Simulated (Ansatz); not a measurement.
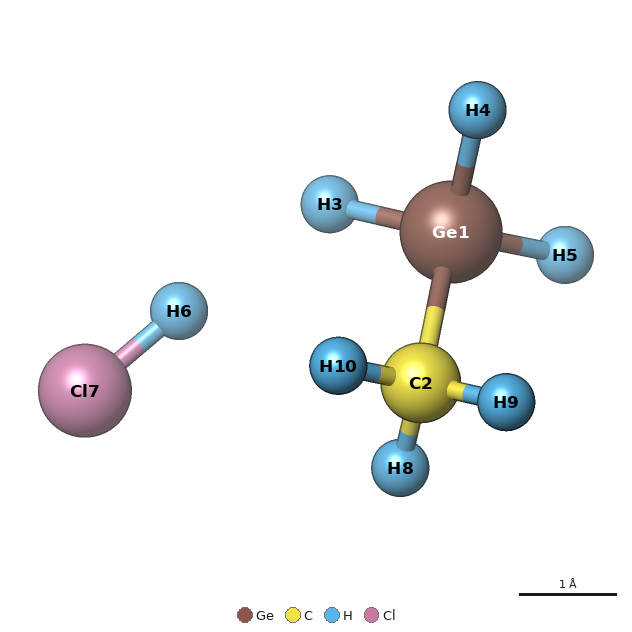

Orthographic view. Atoms fade into the background with distance from the viewer. Computed geometry: PBE0-D4/def2-TZVP optimisation.

List the bonded neighbours of every atom.

Ge1: C2, H3, H4, H5
C2: Ge1, H8, H9, H10
H3: Ge1
H4: Ge1
H5: Ge1
H6: Cl7
Cl7: H6
H8: C2
H9: C2
H10: C2
